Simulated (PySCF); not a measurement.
**Run report: RuSH2, frequency calculation**

- system: RuSH2, multiplicity 5
- method: UKS-based PBE0, Ru def2-TZVP with ECP28, S def2-TZVP, H def2-TZVP; non-relativistic Hamiltonian with a scalar-relativistic core potential; density fitting (PySCF 2.14.0)

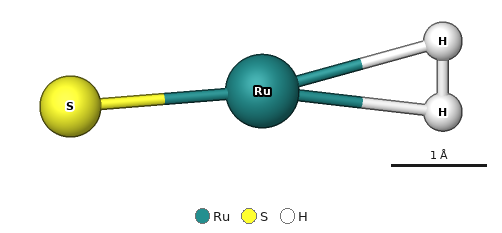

*The structure as given in the input (ball-and-stick view, seen at a tilt). Sticks mark near contacts.*

Bond lengths as drawn: H–H 0.78 Å, H–Ru 2.00 Å and Ru–S 2.09 Å.

## Results in brief

| quantity | value |
| --- | --- |
| outcome | converged |
| total energy | −494.097999 hartree |
| ⟨S²⟩ | 6.012 |
| zero-point energy | 0.014352 hartree |
| dipole moment | 4.57 D |
| wavenumbers, lowest and highest | 54 and 3817 cm⁻¹ |
| hardware | 2 threads of Arm Neoverse V1, 24 GiB of memory available, shared host |
| wall time | 93 s (CPU time 2.6 min) |
| peak memory | 1.1 GiB |

## Input file
```python
from pyscf import gto, scf, dft
mol = gto.M(atom='''
Ru     0.436195     0.000000     0.150949
S     -1.534682     0.000000    -0.531090
H      2.162443     0.000000     1.162621
H      2.418513     0.000000     0.422657''',
    basis={'Ru': 'def2-TZVP', 'S': 'def2-TZVP', 'H': 'def2-TZVP'},
    ecp={'Ru': 'def2-TZVP'},
    charge=0, spin=4)
mf = dft.UKS(mol, xc='PBE0')
mf.grids.atom_grid = (75, 302)
aux = {'Ru': 'def2-universal-JKFIT', 'S': 'def2-universal-JKFIT', 'H': 'def2-universal-JKFIT'}
mf = mf.density_fit(auxbasis=aux)
mf.conv_tol = 1e-09
mf.diis_space = 10
mf.max_cycle = 60
mf.verbose = 4
mf.kernel()
```

The script is an equivalent of the set-up of the self-consistent field. The run itself was carried out by a driver, which started from the orbitals of the step before it where there was one and computed the further properties.

Command:
```bash
OMP_NUM_THREADS=2 python axn.py task.json out
```

## What the program printed
```
init E= -494.097998718993
  alpha nocc = 19  HOMO = -0.232216944426836  LUMO = 0.00363972434399268
  beta  nocc = 15  HOMO = -0.230239757518866  LUMO = -0.111215007213365
  HOMO = -0.230239757519  LUMO = -0.111215007213  gap/eV = 3.23883
cycle= 1 E= -494.097998718997  delta_E= -3.64e-12  |g|= 2.33e-07  |ddm|= 1.15e-06
  alpha nocc = 19  HOMO = -0.232216964631016  LUMO = 0.0036397161516888
  beta  nocc = 15  HOMO = -0.230239793059285  LUMO = -0.111215025939229
  HOMO = -0.230239793059  LUMO = -0.111215025939  gap/eV = 3.23883
Extra cycle  E= -494.097998718994  delta_E= 3.07e-12  |g|= 1.97e-07  |ddm|= 7.12e-07
converged SCF energy = -494.097998718994  <S^2> = 6.0116404  2S+1 = 5.004654
```

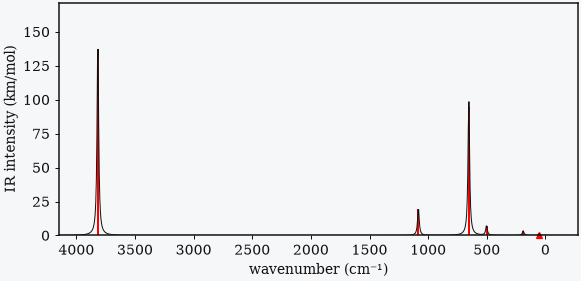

*Harmonic infrared spectrum, unscaled: sticks (degenerate modes added up, dark ones marked on the axis) with a Lorentzian envelope of 16 cm⁻¹ full width, scaled to the tallest stick.*

6 modes from 54 to 3817 cm⁻¹, none imaginary. The strongest line is at 3817 cm⁻¹ (137 km/mol). All modes, in cm⁻¹ (km/mol): 54 (1.2), 190 (3.2), 502 (6.8), 653 (94), 1083 (19.5), 3817 (137).
